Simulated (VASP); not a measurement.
Band structure of FeGe$_{2}$ (relaxed from the AlB2 structure, space group P6/mmm). All values below come from r2SCAN meta-GGA, VASP's PBE PAW potentials (set 64) (plane waves; VASP).

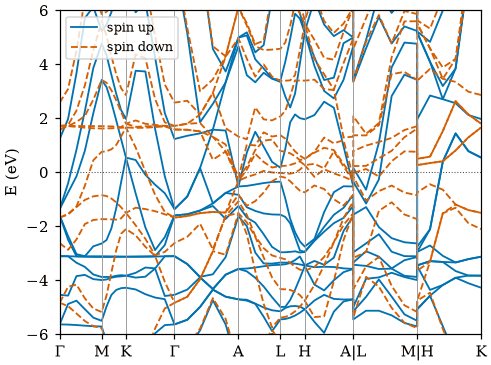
Bands along high-symmetry lines, zero at the valence-band maximum or, without a gap, the Fermi level

### Question
Read the plot: is there a gap, and where are the band edges?

### Answer
It has no gap at this level: it comes out as a metal or semimetal.

The structure was generated: FeGe2 was put into the AlB2 type (P6/mmm), which need not be its known phase. It was relaxed first, which changed the volume by -45 %.
